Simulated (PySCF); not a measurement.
**One shape, several levels: C2H5F (SMILES CCF)**

Aim: a comparison of 6 runs (BHLYP/aug-cc-pVDZ, BLYP/aug-cc-pVDZ, PBE/aug-cc-pVDZ, TPSS/aug-cc-pVDZ, r2SCAN/aug-cc-pVDZ, revPBE/aug-cc-pVDZ) of C2H5F. Input form: a Python script.

The calculation is run with PySCF 2.14.0.

1 further run of the same task is left out (set aside as unsound or not needed). Runs told in other sessions of the task aren't counted.

**1. The structure to begin with**

C2H5F: 8 atoms, total charge 0, spin state singlet. As SMILES, `CCF`. The C1–H5 distance was set to 1.637 Å, away from the relaxed value. At this shape a bond of the SMILES string is far longer than usual.

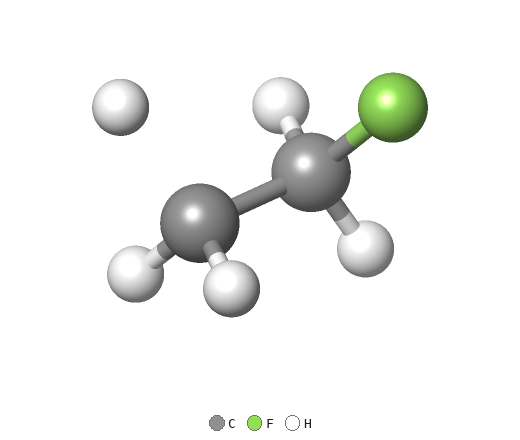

The structure, seen from a chosen angle (carbon grey, fluorine green, hydrogen white).

**2. The energy at BHLYP/aug-cc-pVDZ (run 1)**

Contents of input.py:

```python
from pyscf import gto, dft

mol = gto.Mole()
mol.atom = '''
C       -0.656833       0.351117       0.183265
C        0.153267      -0.814883       0.678365
F        1.438167      -0.402183       0.994365
H       -1.669033       0.021617      -0.064735
H        0.018600       0.998500      -1.160400
H       -0.725433       1.127217       0.947665
H        0.238867      -1.597283      -0.081935
H       -0.281433      -1.251783       1.582665
'''
mol.verbose = 3
mol.max_memory = 1860
mol.basis = 'aug-cc-pvdz'
mol.build()

mf = dft.RKS(mol)
mf.xc = 'bhandhlyp'
mf.conv_tol = 1e-10
mf.grids.level = 5
mf.kernel()
if not mf.converged:
    mf = mf.newton().run(mf.mo_coeff, mf.mo_occ)

etot = mf.e_tot
print('E(%s) = %.9f' % ('BHLYP', etot))
```

Command:

```
OMP_NUM_THREADS=1 python input.py
```

Log:

```text
converged SCF energy = -178.912495046663
E(BHLYP) = -178.912495047
```

Wall time 19 s (1 thread of Arm Neoverse V2, shared host); peak memory 0.6 GiB.

**3. A single-point energy at BLYP/aug-cc-pVDZ (run 2)**

Contents of calc.py:

```python
from pyscf import gto, dft

mol = gto.M(
    atom=[
    ('C', (-0.656833, 0.351117, 0.183265)),
    ('C', (0.153267, -0.814883, 0.678365)),
    ('F', (1.438167, -0.402183, 0.994365)),
    ('H', (-1.669033, 0.021617, -0.064735)),
    ('H', (0.018600, 0.998500, -1.160400)),
    ('H', (-0.725433, 1.127217, 0.947665)),
    ('H', (0.238867, -1.597283, -0.081935)),
    ('H', (-0.281433, -1.251783, 1.582665)),
],
    max_memory=1860,
    spin=0,
    verbose=3,
    charge=0,
    basis='aug-cc-pvdz',
)

mf = dft.RKS(mol, xc='blyp')
mf.conv_tol = 1e-10
mf.grids.level = 5
mf.kernel()
if not mf.converged:
    mf = mf.newton().run(mf.mo_coeff, mf.mo_occ)

energy = mf.e_tot
print('E(%s) = %.9f' % ('BLYP', energy))
```

Command:

```
OMP_NUM_THREADS=1 python calc.py
```

Log:

```text
converged SCF energy = -178.953027942295
E(BLYP) = -178.953027942
```

It took 19 s on 1 thread of Arm Neoverse V2, shared host; peak memory 0.6 GiB.

Runs 3 to 5 aren't shown in full; the table further down has their settings and results.

**4. A single-point energy at revPBE/aug-cc-pVDZ (run 6)**

Contents of input.py:

```python
from pyscf import gto, dft

mol = gto.M(
    atom=[
    ('C', (-0.656833, 0.351117, 0.183265)),
    ('C', (0.153267, -0.814883, 0.678365)),
    ('F', (1.438167, -0.402183, 0.994365)),
    ('H', (-1.669033, 0.021617, -0.064735)),
    ('H', (0.018600, 0.998500, -1.160400)),
    ('H', (-0.725433, 1.127217, 0.947665)),
    ('H', (0.238867, -1.597283, -0.081935)),
    ('H', (-0.281433, -1.251783, 1.582665)),
],
    verbose=3,
    basis='aug-cc-pvdz',
    spin=0,
    max_memory=1860,
)

calc0 = dft.RKS(mol)
calc0.xc = 'revpbe'
calc0.conv_tol = 1e-10
calc0.grids.level = 5
calc0.kernel()
if not calc0.converged:
    calc0 = calc0.newton().run(calc0.mo_coeff, calc0.mo_occ)

energy = calc0.e_tot
print('E(%s) = %.9f' % ('REVPBE', energy))
```

Command:

```
OMP_NUM_THREADS=1 python input.py
```

Log:

```text
converged SCF energy = -178.955716452804
E(REVPBE) = -178.955716453
```

Run time: 19 s. Hardware: 1 thread of Arm Neoverse V2, shared host; peak memory 0.6 GiB.

**5. Overview of the runs**

```
run               level  energy (Eh)  dipole moment (D)  HOMO energy (eV)  LUMO energy (eV)  wall time
  1   BHLYP/aug-cc-pVDZ  -178.912495               2.20             -9.94             -0.06       19 s
  2    BLYP/aug-cc-pVDZ  -178.953028               2.01             -7.40             -1.51       19 s
  3     PBE/aug-cc-pVDZ  -178.801995               1.95             -7.45             -1.52       19 s
  4    TPSS/aug-cc-pVDZ  -179.035514               2.02             -7.62             -1.31       44 s
  5  r2SCAN/aug-cc-pVDZ  -178.913204               2.02             -7.73             -1.18       43 s
  6  revPBE/aug-cc-pVDZ  -178.955716               1.95             -7.43             -1.49       19 s
```

**6. Results**

```
            quantity          value
 run 6: total energy  -178.95572 Eh
run 6: dipole moment         1.95 D
  run 6: HOMO energy       -7.43 eV
  run 6: LUMO energy       -1.49 eV
run 6: HOMO–LUMO gap        5.94 eV
```

What this shows: The dipole moment (its size) runs from 1.95 D (revPBE/aug-cc-pVDZ) to 2.20 D (BHLYP/aug-cc-pVDZ). The HOMO–LUMO gap runs from 5.89 eV (BLYP/aug-cc-pVDZ) to 9.88 eV (BHLYP/aug-cc-pVDZ). Totals of different functionals can't be ranked against each other. In all runs a closed-shell determinant meets a far-stretched bond; if it breaks into open shells, such a determinant describes it badly, and no broken-symmetry solution was shown. All runs together took 2.7 min, the longest 44 s.
